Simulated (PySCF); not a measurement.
**C8H9NSi: density, localisation and related maps**

```xyz
19

N    -1.2785    2.3922   -2.0372
C    -1.0609    1.5518   -1.2939
C    -0.7734    0.4885   -0.3557
C     0.6426    0.0112   -0.5902
C     1.5708   -0.1246    0.3432
Si    3.3149   -0.7528    0.0202
C    -1.1149    0.9670    1.0301
C    -2.1295    0.2397    1.5112
C    -2.5226   -0.7561    0.5332
C    -1.7635   -0.6360   -0.5608
H     0.8467   -0.2464   -1.6216
H     1.3190    0.1373    1.3636
H     3.5823   -1.8514    0.9511
H     4.2574    0.3412    0.2624
H     3.4180   -1.2176   -1.3622
H    -0.6118    1.7950    1.4935
H    -2.6004    0.3529    2.4713
H    -3.3107   -1.4707    0.6889
H    -1.7950   -1.2119   -1.4662
```

Geometry: GFN2-xTB.

Computed with PySCF 2.14.0, PBE0/pcSseg-1, SCF density, gas phase, non-relativistic.

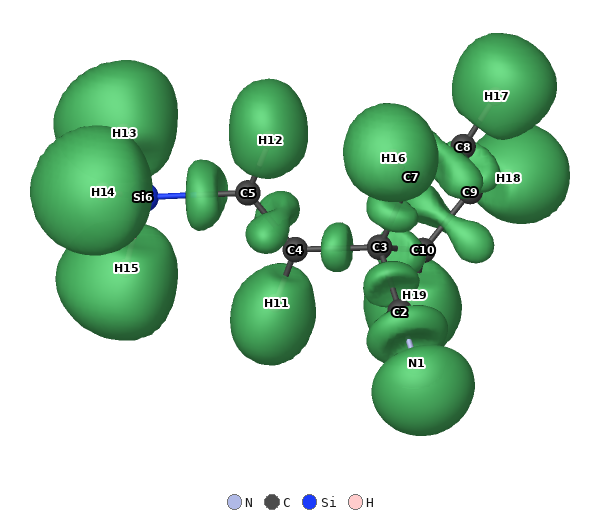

Figure 1. Isosurface of the electron localisation function at 0.8 (green), seen across its widest extent. Core shells and regions of very low density are left out.

### What do the ELF domains correspond to?

At this value the surface marks out eight regions between bonded C–C atoms (shared pairs), one region between bonded C–N atoms (shared pairs), one region between bonded C–Si atoms (shared pairs), nine regions around hydrogen nuclei and one lobe on N, pointing away from the bonds (lone pairs).


C–N (1.14 Å): the ELF peaks at about 0.85 between the atoms (a multiple bond). C–C (1.32 Å): the ELF peaks at about 0.90 between the atoms (a short, multiple covalent bond).

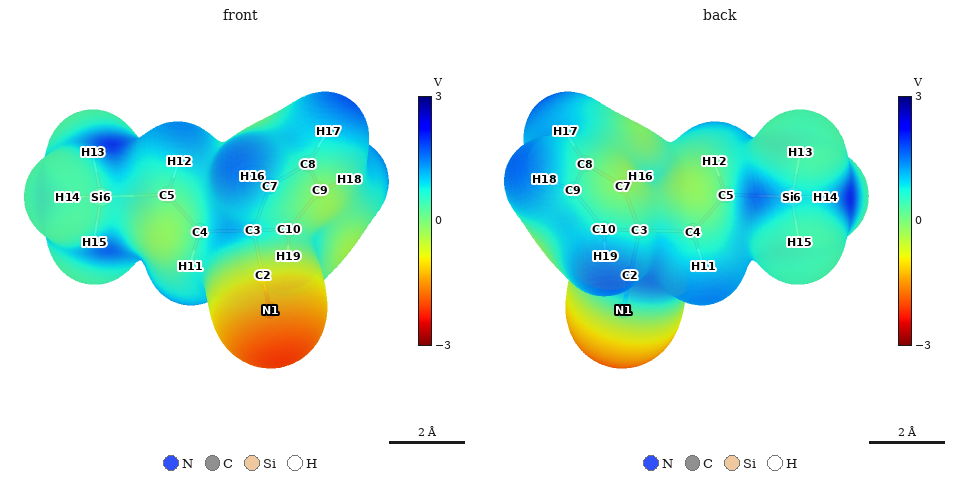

Figure 2. The electrostatic potential painted on the density surface at 0.004 e/bohr³, seen from the front and from behind; red is negative and blue positive.

### Where is the surface potential most negative and most positive?

The most negative region (about −2.1 V, or −48 kcal/mol for a unit charge) lies over N1, the most positive (about +1.9 V, or +44 kcal/mol for a unit charge) over Si6. N1 is the likeliest acceptor of a hydrogen bond.

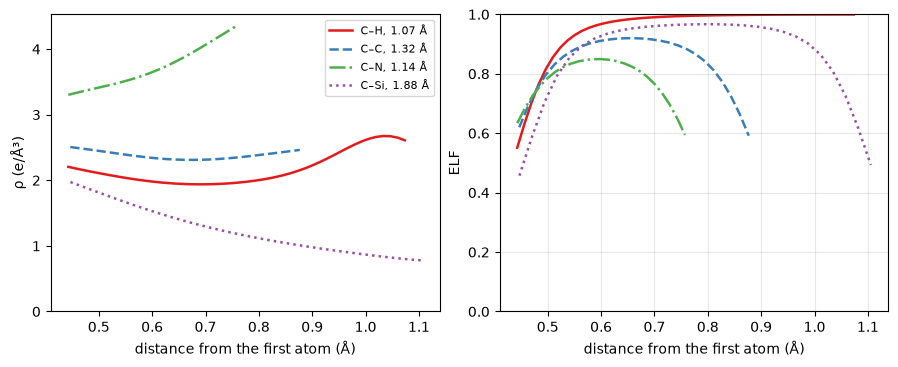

Figure 3. Total electron density and electron localisation function along straight lines between neighbouring atoms. The curves leave out the atomic cores.

### What can be read from the curves?

C–H (1.07 Å): ρ is about 2.1 e/Å³ halfway; the ELF climbs to about 1 towards the hydrogen, as it does in any bond to H (a covalent bond by its length).
C–C (1.32 Å): ρ at the midpoint is about 2.3 e/Å³; the ELF peaks at about 0.90 between the atoms: a multiple bond.
C–N (1.14 Å): ρ is about 3.6 e/Å³ halfway; the ELF peaks at about 0.85 between the atoms; a short, multiple covalent bond.
C–Si (1.88 Å): ρ at the midpoint is about 0.93 e/Å³; the ELF peaks at about 0.95 between the atoms; a covalent bond.
